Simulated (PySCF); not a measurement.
# C4H8O, SMILES `C1CCOC1`: electronic structure

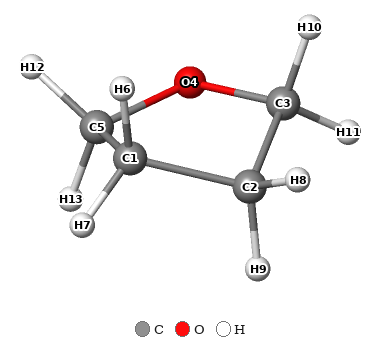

The molecule, with its atoms numbered as below. No frequency check shows the geometry to be a minimum.

Cartesian coordinates (Å):

```
C1       0.7368    0.9902    0.2252
C2      -0.7222    1.0006   -0.2249
C3      -1.1561   -0.4219    0.1297
O4      -0.0100   -1.2459    0.0004
C5       1.1506   -0.4379   -0.1305
H6       0.8001    1.1451    1.3030
H7       1.3492    1.7350   -0.2776
H8      -1.3241    1.7535    0.2785
H9      -0.7833    1.1572   -1.3026
H10     -1.5149   -0.4722    1.1674
H11     -1.9386   -0.8091   -0.5285
H12      1.9277   -0.8366    0.5274
H13      1.5087   -0.4925   -1.1683
```

### 1. Bonding charge

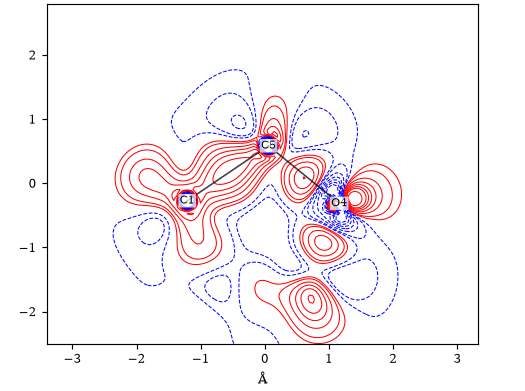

Deformation density (molecule less spherical, spin-averaged free atoms) in the plane of C1, O4 and C5; contours at ±0.05 to ±0.8 e/Å³; solid red lines: gain, dashed blue lines: loss.

Level of theory: HF/def2-SVPD (PySCF), at a geometry from GFN2-xTB.

> How much density has each bond in this plane gained at its critical point, relative to the free atoms?

C1–C5: +0.58 e/Å³ at the bond critical point (bond length 1.53 Å). O4–C5: +0.14 e/Å³ at the bond critical point (bond length 1.42 Å). In all, 3.0 electrons gather in the regions of gain relative to the promolecule. A small or negative value marks a very polar bond, one between electron-rich atoms, whose free-atom densities already overlap strongly, a long bond to a heavier atom, or a closed-shell contact such as a hydrogen bond.

### 2. Bond critical points

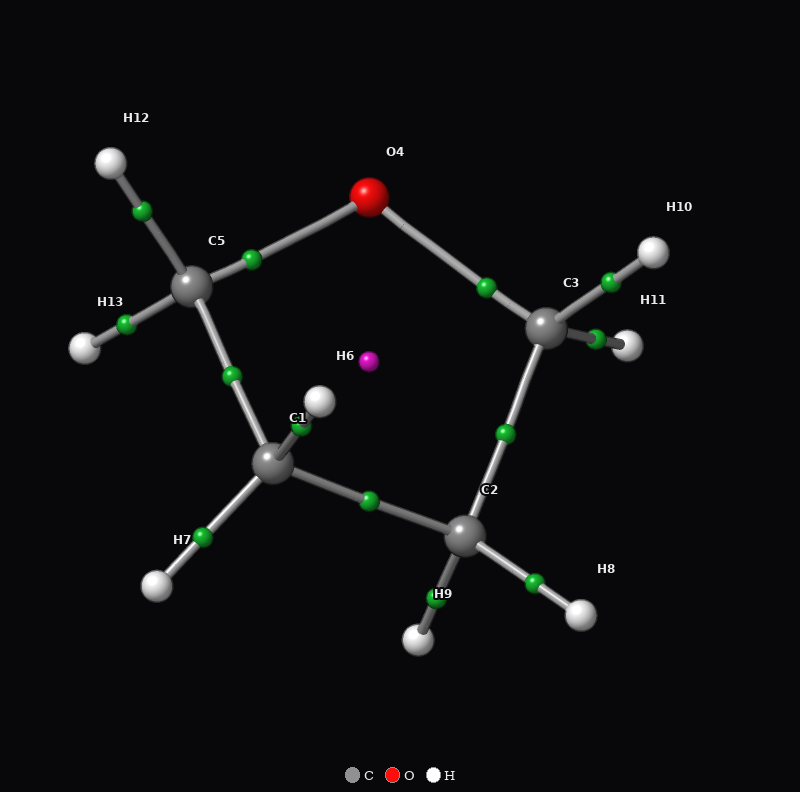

Molecular graph of the electron density (QTAIM): bond paths, bond critical points (green), ring points (magenta, if any); weak paths are dashed.

> How many critical points of each kind are there, and does the count close?

13 nuclei, 13 bond, 1 ring and 0 cage critical points: 13 − 13 + 1 − 0 = 1, as the Poincaré–Hopf relation requires.

> Give the properties at the bond critical points.

| bond | length (Å) | ρ (a.u.) | ∇²ρ (a.u.) | ε | H (a.u.) |
| --- | --- | --- | --- | --- | --- |
| C5–H12 (2 alike) | 1.093 | 0.290 | −1.14 | 0.05 | −0.322 |
| C5–H13 (2 alike) | 1.099 | 0.286 | −1.10 | 0.05 | −0.315 |
| C1–H7 (2 alike) | 1.087 | 0.284 | −1.07 | 0.01 | −0.314 |
| C1–H6 (2 alike) | 1.091 | 0.283 | −1.06 | 0.00 | −0.312 |
| C2–C3 (2 alike) | 1.529 | 0.259 | −0.69 | 0.03 | −0.223 |
| C3–O4 (2 alike) | 1.417 | 0.253 | −0.27 | 0.00 | −0.377 |
| C1–C2 | 1.527 | 0.253 | −0.65 | 0.02 | −0.215 |

> What kind of interaction is C1–C2?

Shared-shell (covalent): ρ = 0.253, ∇²ρ = −0.65, H = −0.215 a.u.

### 3. Local ionisation energy

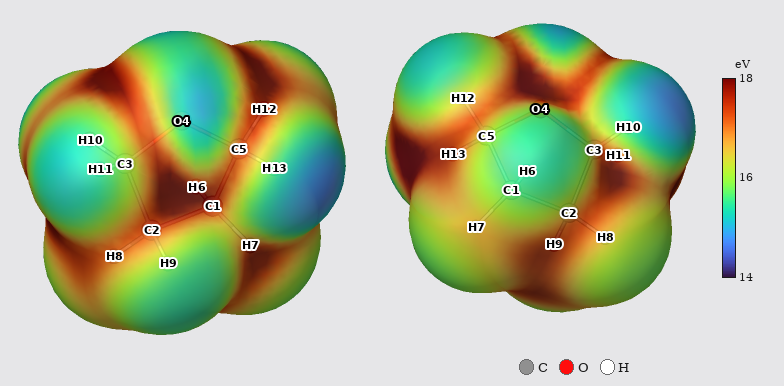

Average local ionisation energy on the surface of electron density 0.001 a.u. (back view left, front view right).

> Locate the minima of the map.

The lowest value is 14.7 eV, 1.4 Å from H10, and at like points elsewhere. Further minima include 15.0 eV, 1.8 Å from O4. For comparison, the highest occupied orbital lies at −11.1 eV.

> What volume does the surface enclose, and what is the dipole moment?

About 105 Å³; the dipole moment is 2.0 D.

### 4. Excited states

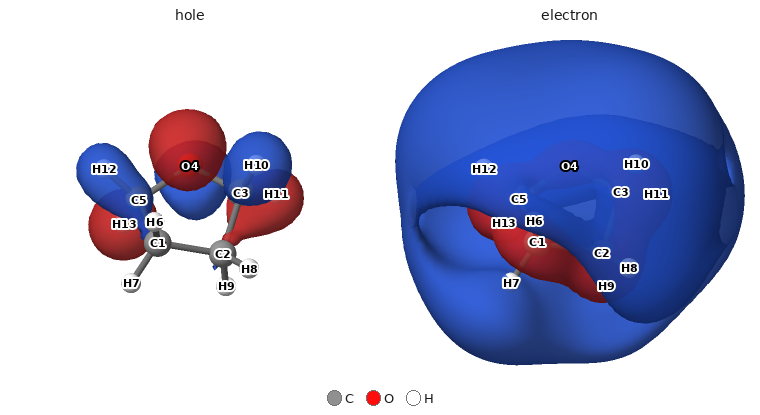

Leading natural transition orbital pair of S₁ (TDA singlet states); the surfaces enclose about 85 % of each orbital's density.

Computed with PySCF, CAM-B3LYP/def2-SVPD, geometry: GFN2-xTB.

> Where does the state lie, and where do hole and electron sit?

6.84 eV (181 nm), f = 0.012, diffuse (Rydberg-like) orbital; the leading pair carries 99 %; hole on O4 (56 %), C3 and C5 (10 % each) and H10 and H13 (6 % each), electron on O4 (12 %), H10, H11, H12 and H13 (10 % each) and C3 and C5 (8 % each) (atom shares of so diffuse an orbital are rough); their centroids lie 0.5 Å apart. In canonical orbitals it is mainly HOMO → LUMO (86 %). The HOMO–LUMO gap is 9.87 eV.

### 5. In an electric field

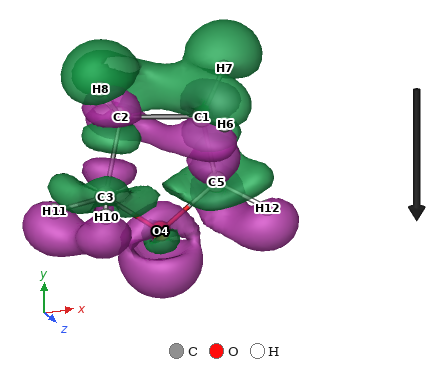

Change of the electron density in a uniform field of 0.51 V/Å along −y (arrow), surfaces at ±0.004 e/Å³ (green: gain, purple: loss).

PySCF calculation, B3LYP/def2-SVPD, gas phase; geometry: GFN2-xTB.

The field was applied in both directions; the picture shows the one opposite to the script's first.

> How large is the response?

The induced dipole is 1.30 D (along the field); α along this axis, from the fields in both directions, is 51 bohr³ (7.5 Å³).

### 6. Localised orbitals

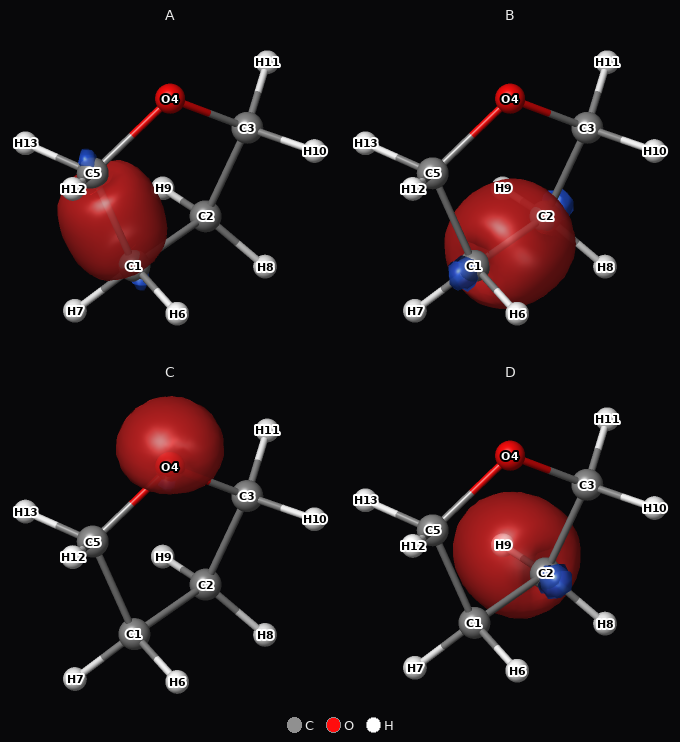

Pipek–Mezey orbitals, occupied; each surface holds about 70 % of the orbital's density. Energies are diagonal elements of the Fock matrix.

Computed with PySCF, PBE0/6-31+G*, geometry: GFN2-xTB.

> Identify each orbital.

By panel:
- A: σ bond C5–C1 (C5 50 %, C1 50 %; −14.6 eV)
- B: σ bond C1–C2 (C1 49 %, C2 49 %; −14.4 eV)
- C: lone pair on O4 (sp1-type) (O4 98 %; −14.5 eV)
- D: σ bond C2–H9 (C2 55 %, H9 44 %; −13.5 eV)

### 7. Magnetic shielding

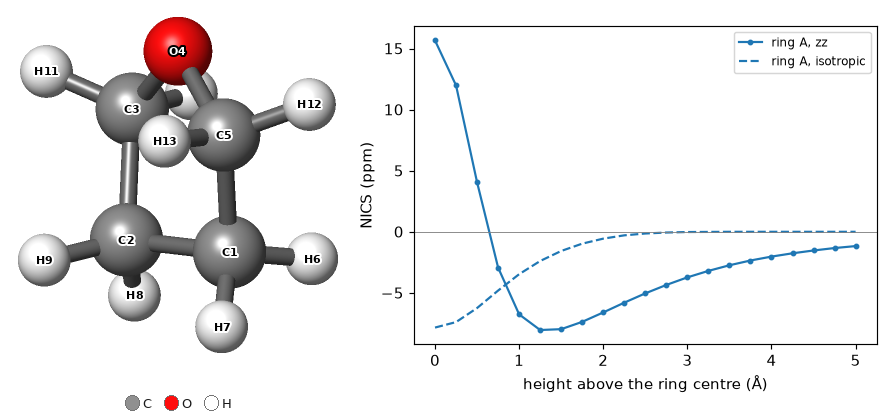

GIAO NICS scans along the ring normals; ring A: 5-membered ring C1/C2/C3/O4/C5.

PySCF calculation, PBE/6-311G**, gas phase; geometry: GFN2-xTB.

> Read the scans.

Ring A is neither clearly shielded nor deshielded above its centre; its σ bonds alone give such values, so they don't measure π aromaticity: NICSzz reaches +15.7 ppm at 0.00 Å; NICS(0) = −7.8, NICS(1) = −3.5, NICS(1)zz = −6.8 ppm.

The PySCF runs shown took 4.6 s, 14 min, 89 s, 21 s and 53 s on 1 thread of Arm Neoverse N1 (shared host).
